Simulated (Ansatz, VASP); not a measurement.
# KCl (Sylvite): VASP beside Ansatz, part 2 of 2

One calculation is typed for both programs; each brings its own data sets. How far apart do they land? The cell is taken from a series of VASP runs on this material, whose earlier steps may have relaxed, scaled or displaced it; both programs get it as it stands. Valence electrons are named where the data sets of a main pair hold unlike numbers.

VASP 6.6.1 and Ansatz 0.2.0.

So far. Step 2 (VASP: band structure, LDA): The run ends at a pressure of -1.87 GPa.

### Step 5. VASP: band structure, r2SCAN

Level of this step: r2SCAN; plane waves and PAW (K_sv, Cl) (VASP).

Levels along a path test the potential and the projectors away from the mesh points.

INCAR reads:

```
SYSTEM = KCl
PREC = Accurate
ENCUT = 350
EDIFF = 1E-06
NELM = 100
ISMEAR = 0
SIGMA = 0.03
LREAL = .FALSE.
ALGO = Normal
METAGGA = R2SCAN
LASPH = .TRUE.
NBANDS = 20
LORBIT = 11
LWAVE = .FALSE.
LCHARG = .FALSE.
KPAR = 4
```

POSCAR reads:

```
KCl
1.0
    0.0000000000      3.1394000000      3.1394000000
    3.1394000000      0.0000000000      3.1394000000
    3.1394000000      3.1394000000      0.0000000000
K Cl
1 1
Direct
    0.0000000000      0.0000000000      0.0000000000
    0.5000000000      0.5000000000      0.5000000000
```

KPOINTS reads:

```
Automatic mesh
0
Gamma
6 6 6
0 0 0
```

KPOINTS_OPT reads:

```
Line mode
10
Line-mode
Reciprocal
  0.00000000   0.00000000   0.00000000 GAMMA
  0.50000000   0.00000000   0.50000000 X

  0.50000000   0.00000000   0.50000000 X
  0.50000000   0.25000000   0.75000000 W

  0.50000000   0.25000000   0.75000000 W
  0.37500000   0.37500000   0.75000000 K

  0.37500000   0.37500000   0.75000000 K
  0.00000000   0.00000000   0.00000000 GAMMA

  0.00000000   0.00000000   0.00000000 GAMMA
  0.50000000   0.50000000   0.50000000 L

  0.50000000   0.50000000   0.50000000 L
  0.62500000   0.25000000   0.62500000 U

  0.62500000   0.25000000   0.62500000 U
  0.50000000   0.25000000   0.75000000 W

  0.50000000   0.25000000   0.75000000 W
  0.50000000   0.50000000   0.50000000 L

  0.50000000   0.50000000   0.50000000 L
  0.37500000   0.37500000   0.75000000 K

  0.62500000   0.25000000   0.62500000 U
  0.50000000   0.00000000   0.50000000 X
```

The projector-augmented-wave data sets are K_sv and Cl (PBE family, release 64).

On the command line:

```sh
$ mpirun -np 4 vasp_std
```

Numbers of over 12 decimals in the logs are rounded to 6 here.

Log:

```text
[banner, memory and clock lines left out]
running    4 mpi-ranks, on    1 nodes
[...]
|                                                                             |
|               ----> ADVICE to this user running VASP <----                  |
|                                                                             |
|     You enforced a specific xc type in the INCAR file but a different       |
|     [... a line on the potential file left out ...]
|     I HOPE YOU KNOW WHAT YOU ARE DOING!                                     |
|                                                                             |

 LDA part: xc-table for (None), standard interpolation
 POSCAR, INCAR and KPOINTS ok, starting setup
[...]
entering main loop
       N       E                     dE             d eps       ncg     rms          rms(c)
DAV:   1     0.654225965847E+02    0.65423E+02   -0.53740E+03   640   0.532E+02
DAV:   2    -0.165320714161E+02   -0.81955E+02   -0.77573E+02   800   0.175E+02
[...]
DAV:  11    -0.165008220094E+02   -0.26464E-03   -0.20307E-04   708   0.962E-02    0.503E-03
DAV:  12    -0.165008216640E+02    0.34546E-06   -0.24362E-06   772   0.107E-02
   1 F= -.16500822E+02 E0= -.16500822E+02  d E =-.534148E-22
 Start KPOINTS_OPT (optional k-point list driver)
k-point batch [1-16\100]
       N       E                     dE             ncg
DAV:   1    -0.154600284605E+04   -0.65514E+04      640
DAV:   2    -0.289820692926E+04   -0.13522E+04      800
DAV:   3    -0.296169164257E+04   -0.63485E+02      844
DAV:   4    -0.296401095971E+04   -0.23193E+01      904
DAV:   5    -0.296402871348E+04   -0.17754E-01      848
DAV:   6    -0.296402919168E+04   -0.47820E-03      912
DAV:   7    -0.296402919388E+04   -0.21917E-05      852
DAV:   8    -0.296402919391E+04   -0.32754E-07      524
[...]
k-point batch [97-100\100]
       N       E                     dE             ncg
DAV:   1     0.470333552559E+04   -0.22424E+04      160
DAV:   2     0.436258770557E+04   -0.34075E+03      208
DAV:   3     0.434681734920E+04   -0.15770E+02      216
DAV:   4     0.434637877045E+04   -0.43858E+00      220
DAV:   5     0.434637519826E+04   -0.35722E-02      196
DAV:   6     0.434637513126E+04   -0.67004E-04      224
DAV:   7     0.434637513096E+04   -0.29816E-06      192
```

Parts of OUTCAR (step 5):

```text
  Total        0.0333137      0.0333137      0.0333137     -0.0000000     -0.0000000     -0.0000000
  in kB        0.8625093      0.8625093      0.8625093     -0.0000000     -0.0000000     -0.0000000
  external PRESSURE =       0.8625093 kB  Pullay stress =       0.0000000 kB

 POSITION                                       TOTAL-FORCE (eV/Angst)
 -----------------------------------------------------------------------------------
      0.00000      0.00000      0.00000        -0.000000     -0.000000     -0.000000
      3.13940      3.13940      3.13940         0.000000      0.000000      0.000000
 -----------------------------------------------------------------------------------
    total drift:                                0.000000      0.000000      0.000000

  FREE ENERGIE OF THE ION-ELECTRON SYSTEM (eV)
  ---------------------------------------------------
  free  energy   TOTEN  =       -16.5008216640 eV

  energy  without entropy=      -16.5008216640  energy(sigma->0) =      -16.50082166

[... 2 parts as in an earlier step ...]

[... 1 further part left out ...]
[key lines of the parts left out:]
E-fermi :  -2.0384
```

The run ends at a pressure of 0.09 GPa.

### Step 6. Ansatz: band structure, r2SCAN

The same cell, functional, mesh and smearing now go to Ansatz, which takes its cutoff from its data sets.

The cell is taken from a series of VASP runs on this material, whose earlier steps may have relaxed, scaled or displaced it; both programs get it as it stands.

input.yaml reads:

```yaml
crystal:
  lattice:
    - [0.0, 3.1394, 3.1394]
    - [3.1394, 0.0, 3.1394]
    - [3.1394, 3.1394, 0.0]
  atoms:
    - { symbol: K, position: [0.0, 0.0, 0.0] }
    - { symbol: Cl, position: [0.5, 0.5, 0.5] }
hamiltonian:
  xc: r2scan
  pseudopotentials: { kind: paw }
kpoints:
  mp_grid: { grid: [6, 6, 6] }
  band_path:
    path:
      - [0.0, 0.0, 0.0]
      - [0.16667, 0.0, 0.16667]
      - [0.33333, 0.0, 0.33333]
      - [0.5, 0.0, 0.5]
      - [0.5, 0.08333, 0.58333]
      - [0.5, 0.19444, 0.69444]
      - [0.5, 0.25, 0.75]
      - [0.45833, 0.29167, 0.75]
      - [0.40278, 0.34722, 0.75]
      - [0.375, 0.375, 0.75]
      - [0.20833, 0.20833, 0.41667]
      - [0.08333, 0.08333, 0.16667]
      - [0.0, 0.0, 0.0]
      - [0.22222, 0.22222, 0.22222]
      - [0.38889, 0.38889, 0.38889]
      - [0.51389, 0.47222, 0.51389]
      - [0.55556, 0.38889, 0.55556]
      - [0.61111, 0.27778, 0.61111]
      - [0.61111, 0.25, 0.63889]
      - [0.56944, 0.25, 0.68056]
      - [0.51389, 0.25, 0.73611]
      - [0.5, 0.27778, 0.72222]
      - [0.5, 0.38889, 0.61111]
      - [0.5, 0.47222, 0.52778]
      - [0.48611, 0.48611, 0.52778]
      - [0.43056, 0.43056, 0.63889]
      - [0.38889, 0.38889, 0.72222]
      - [0.59722, 0.19444, 0.59722]
      - [0.55556, 0.11111, 0.55556]
      - [0.5, 0.0, 0.5]
    npoints: 1
scf:
  occupations: { method: gaussian, width: 0.03 }
  n_extra_bands: 7
output:
  forces: true
  stress: true
  eigenvalues: true
  write_density: true
  write_potential: true
  elf: true
  volumetric_format: npy
```

On the command line:

```sh
$ ansatz run input.yaml --threads 2 --pin off --max-ram 4608MiB --backend cpu --events-out ev --progress --plain --runs-dir out
```

Log:

```text
[...]
Crystal: 2 atoms, lattice volume = 61.883 Å³
Basis set: ecut = 500 eV, 1591 PW (Γ), exchange–correlation on 144×144×144 points (64 copies of the dense FFT grid, shifted against one another)
Bands: 15, of which v1, the nominal top of the filled ones, is band 8 counted from 1 (7 counted from 0)
Symmetry: 48 space group operations
[...]
k-points: 16 of 216
[...]
k-point 0: bands = [... 4 lower, -10.3912, 0.4790, 0.4790, 0.4790, 6.3288, 9.4954, 9.4954, 9.4954, ... 3 higher]
  k-point 1: bands = [... 4 lower, -10.3334, 0.1685, 0.3927, 0.3927, 6.9676, 9.2804, 9.8548, 9.8548, ... 3 higher]
  k-point 2: bands = [... 4 lower, -10.2238, -0.3526, 0.2287, 0.2287, 8.1600, 9.3551, 10.8342, 10.8342, ... 3 higher]
  k-point 15: bands = [... 4 lower, -10.3445, -0.1027, 0.0543, 0.1154, 8.2487, 10.0002, 10.4502, 11.5483, ... 3 higher]
[key lines of the parts left out:]
SCF converged after 6 iterations
Free energy (F): -2630.472943 eV
Fermi energy:    3.404011 eV
P = ⅓ Tr σ = 0.1326 GPa (1.326 kbar)
```

Elapsed: 4.8 s, on 2 threads of Arm Neoverse N1, shared host; peak memory 0.48 GiB.

### Step 7. Side by side

What differs besides the data sets and the points named for the pairs above, as far as they apply: VASP keeps PBE cores, Ansatz makes them for the functional; the cutoff is 500 eV in Ansatz and 350 eV in VASP. Total energies have different zeros and are not compared.

Compared:

| quantity | Ansatz | VASP | difference |
| --- | --- | --- | --- |
| pressure (GPa) | 0.13 | 0.09 | +0.05 |
| gap over the path points (eV) | 5.850 | 5.852 | -0.002 |

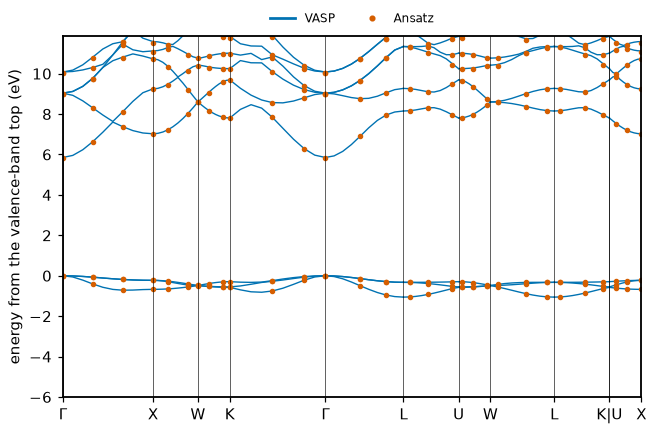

Bands from VASP (lines) and levels from Ansatz (dots). Dots without a line are higher empty bands that the VASP plot leaves out.

Levels at points of the path, from each program's valence-band top (eV; 3 filled, then empty):

| k (reciprocal lattice) | Ansatz | VASP |
| --- | --- | --- |
| 0.000 0.000 0.000 | 0.00 0.00 0.00 5.85 9.02 9.02 | 0.00 0.00 0.00 5.85 9.03 9.03 |
| 0.167 0.000 0.167 | -0.41 -0.07 -0.07 6.63 8.29 9.75 | -0.41 -0.07 -0.07 6.64 8.30 9.77 |
| 0.333 0.000 0.333 | -0.71 -0.18 -0.18 7.36 8.12 10.77 | -0.72 -0.18 -0.18 7.37 8.12 10.82 |
| 0.500 0.000 0.500 | -0.67 -0.23 -0.23 7.02 9.22 10.73 | -0.67 -0.23 -0.23 7.02 9.24 10.73 |
| 0.500 0.083 0.583 | -0.65 -0.29 -0.27 7.21 9.45 10.35 | -0.65 -0.29 -0.27 7.22 9.48 10.36 |
| 0.500 0.194 0.694 | -0.55 -0.46 -0.40 8.02 9.21 10.15 | -0.55 -0.46 -0.41 8.03 9.22 10.18 |
| 0.500 0.250 0.750 | -0.49 -0.48 -0.48 8.59 8.59 10.37 | -0.49 -0.48 -0.48 8.60 8.60 10.42 |
| 0.458 0.292 0.750 | -0.53 -0.52 -0.39 8.18 9.05 10.29 | -0.53 -0.52 -0.39 8.19 9.07 10.33 |
| 0.403 0.347 0.750 | -0.57 -0.55 -0.30 7.84 9.59 10.22 | -0.57 -0.55 -0.30 7.85 9.60 10.26 |
| 0.375 0.375 0.750 | -0.57 -0.55 -0.29 7.80 9.68 10.22 | -0.57 -0.55 -0.29 7.81 9.69 10.25 |

Among the levels compared at these points, filled levels agree within 4 meV and empty ones within 53 meV. Ansatz's pressure holds a Pulay correction of 0.01 GPa; VASP's holds none.

### Step 8. Ansatz: dielectric response, LDA

The response to a field tests empty states and converges slowly with the mesh.

The cell is taken from a series of VASP runs on this material, whose earlier steps may have relaxed, scaled or displaced it; both programs get it as it stands.

input.yaml reads:

```yaml
crystal:
  lattice:
    - [0.0, 3.1394, 3.1394]
    - [3.1394, 0.0, 3.1394]
    - [3.1394, 3.1394, 0.0]
  atoms:
    - { symbol: K, position: [0.0, 0.0, 0.0] }
    - { symbol: Cl, position: [0.5, 0.5, 0.5] }
hamiltonian:
  xc: lda
  pseudopotentials: { kind: paw }
kpoints:
  mp_grid: { grid: [8, 8, 8] }
scf:
  occupations: { method: fixed }
dielectric:
  method: response
```

Log:

```text
[...]
Crystal: 2 atoms, lattice volume = 61.883 Å³
Basis set: ecut = 420 eV, 1243 PW (Γ), exchange–correlation on 60×60×60 points (8 copies of the dense FFT grid, shifted against one another)
Bands: 12, of which v1, the nominal top of the filled ones, is band 8 counted from 1 (7 counted from 0)
Symmetry: 48 space group operations
k-points: 59 of 512 (irreducible under 8 space group operations, time reversal used)
[...]
Born effective charges Z* (e; rows j = field, columns β = displacement):
    site 0:
         1.12180    0.00000   -0.00000
        -0.00000    1.12180   -0.00000
        -0.00000   -0.00000    1.12180
    site 1:
        -1.12180   -0.00000    0.00000
         0.00000   -1.12180    0.00000
         0.00000    0.00000   -1.12180
  Z* charge neutrality: 2.751e-5 e pre-enforcement
  k-mesh period / interband length: 35.5 Å / 1.26 Å = 28.29 at k = (0.0000, 0.0000, 0.0000), direct gap 4.765 eV — 14 or more, which is no proof of convergence
[key lines of the parts left out:]
SCF converged after 7 iterations
Free energy (F): -2544.254654 eV
Fermi energy:    0.632541 eV
```

It took 11 s on 2 threads; peak memory 0.37 GiB; 21 s of CPU time.

### Step 9. VASP: dielectric response, LDA

The same cell, functional (in two slightly different forms) and mesh now go to VASP, with its own data sets.

INCAR reads:

```
SYSTEM = KCl
PREC = Accurate
ENCUT = 350
EDIFF = 1E-08
NELM = 100
ISMEAR = 0
SIGMA = 0.01
LREAL = .FALSE.
ALGO = Normal
GGA = CA
NBANDS = 14
LORBIT = 11
LWAVE = .FALSE.
LCHARG = .FALSE.
KPAR = 4
LEPSILON = .TRUE.
LPEAD = .TRUE.
```

POSCAR is that of step 5.

KPOINTS reads:

```
Automatic mesh
0
Gamma
8 8 8
0 0 0
```

Potentials, in the order of the species: K_sv and Cl (LDA family, release 64).

On the command line:

```sh
$ mpirun -np 4 vasp_std
```

Log:

```text
[... set-up lines as in an earlier step ...]
 entering main loop
       N       E                     dE             d eps       ncg     rms          rms(c)
DAV:   1     0.779656135494E+02    0.77966E+02   -0.56303E+03   820   0.749E+02
DAV:   2    -0.299568557147E+01   -0.80961E+02   -0.75957E+02  1086   0.223E+02
DAV:   3    -0.751062389650E+01   -0.45149E+01   -0.44914E+01  1054   0.448E+01
DAV:   4    -0.766879418059E+01   -0.15817E+00   -0.15808E+00  1258   0.838E+00
[...]
DAV:  12    -0.737506759059E+01   -0.48308E-06   -0.17864E-06  1028   0.965E-03    0.290E-03
DAV:  13    -0.737506755922E+01    0.31373E-07   -0.25742E-07  1004   0.392E-03    0.670E-04
DAV:  14    -0.737506756362E+01   -0.44004E-08   -0.18871E-08   956   0.927E-04
   1 F= -.73750676E+01 E0= -.73750676E+01  d E =-.586511E-14
 Linear response reoptimize wavefunctions to high precision
DAV:   1    -0.737506756366E+01   -0.42746E-10   -0.60439E-10   748   0.215E-04
 Linear response to external field (no local field effect), progress :
  Direction:   1
[...]
RMM:  14    -0.263774880713E+00   -0.12037E-06   -0.75251E-07  3122   0.136E-04    0.601E-05
RMM:  15    -0.263774962327E+00   -0.81614E-07   -0.26216E-08  2794   0.978E-05    0.427E-06
 change of polarisation eV/A/(eV/A) component  2 :     0.030     0.480    -0.011
 dielectric tensor                  component  2 :     0.088     2.405    -0.032
 Linear response to external field, progress :
  Direction:   3
       N       E                     dE             d eps       ncg     rms          rms(c)
RMM:   1    -0.279924330221E+00   -0.27992E+00   -0.69078E-01  1714   0.336E+00
RMM:   2    -0.288183325229E+00   -0.82590E-02   -0.29110E-02  1875   0.746E-01    0.123E+00
RMM:   3    -0.251676663649E+00    0.36507E-01   -0.75516E-02  2734   0.125E+00    0.571E-01
RMM:   4    -0.254841431225E+00   -0.31648E-02   -0.29995E-02  3441   0.795E-01    0.188E-01
[...]
RMM:  13    -0.263775431265E+00   -0.30341E-06    0.53073E-07  3721   0.275E-04    0.460E-05
RMM:  14    -0.263775568092E+00   -0.13683E-06   -0.74522E-07  3112   0.141E-04    0.652E-05
RMM:  15    -0.263775642382E+00   -0.74289E-07    0.10964E-07  2711   0.101E-04    0.651E-06
 change of polarisation eV/A/(eV/A) component  3 :    -0.001     0.016     0.480
 dielectric tensor                  component  3 :    -0.004     0.046     2.405
 Born effective charges drift removed
```

OUTCAR, selected parts (step 9):

```text
  Total       -0.7122535     -0.7122535     -0.7122535      0.0000000      0.0000000      0.0000000
  in kB      -18.4406064    -18.4406064    -18.4406064      0.0000000      0.0000000      0.0000000
  external PRESSURE =     -18.4406064 kB  Pullay stress =       0.0000000 kB

 POSITION                                       TOTAL-FORCE (eV/Angst)
 -----------------------------------------------------------------------------------
      0.00000      0.00000      0.00000         0.000000      0.000000      0.000000
      3.13940      3.13940      3.13940        -0.000000     -0.000000     -0.000000
 -----------------------------------------------------------------------------------
    total drift:                                0.000000      0.000000      0.000000

 MACROSCOPIC STATIC DIELECTRIC TENSOR (including local field effects in DFT)
 ------------------------------------------------------
           2.404803     0.000000    -0.000000
           0.000000     2.404803    -0.000000
          -0.000000    -0.000000     2.404803
 ------------------------------------------------------

[... 1 part as in an earlier step ...]

[... 1 further part left out ...]
```

### Step 10. Side by side

The two programs side by side:

| quantity | Ansatz | VASP | difference |
| --- | --- | --- | --- |
| ε∞ xx | 2.40 | 2.40 | -0.11 % |
| ε∞ yy | 2.40 | 2.40 | -0.11 % |
| ε∞ zz | 2.40 | 2.40 | -0.11 % |
| Born charge of K1 (mean of the diagonal) (e) | 1.12 | 1.12 | 0.00 |
| Born charge of Cl2 (mean of the diagonal) (e) | -1.12 | -1.12 | 0.00 |

### Step 11. What came out

```json
{
 "largest difference of a filled level at the path points (band structure, LDA)": "2.2 meV",
 "largest difference of a filled level at the path points (band structure, r2SCAN)": "3.8 meV",
 "difference in ε∞ xx (dielectric response, LDA)": "-0.11 %"
}
```

The largest difference of a filled level at the path points is 3.8 meV (band structure, r2SCAN), within the 80 meV picked in this series as the mark of a large difference. 2 further runs of this series are not shown here. How closely two codes agree says nothing of how well the functional describes the real material.

[Lines on the potential files, build, host, timing and source positions are cut from VASP's logs without a mark.]

[Logs are printed without paths, hosts, clocks, repeated set-up lines and the standing remarks that a program may print on its own settings, such as how far it seeks lower states.]

[Hosts, paths, dates, database ids (printed as entryN), source tags and the programs' standing remarks are cut or masked in the printed files.]
